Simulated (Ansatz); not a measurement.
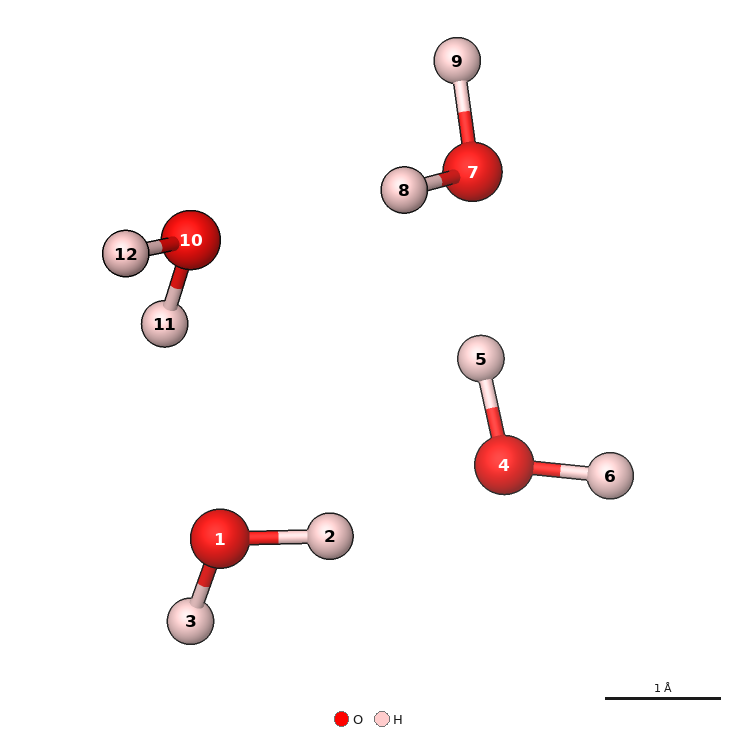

Source: calculation with Ansatz.

The atoms are numbered. Geometry: a fixed input geometry, not necessarily a minimum.

Give the bond lengths.

```csv
bond,length (Å),order
O1–H2,0.964,single
O1–H3,0.944,single
O4–H5,0.962,single
O4–H6,0.934,single
O7–H8,0.974,single
O7–H9,1.012,single
O10–H11,0.950,single
O10–H12,0.964,single
```
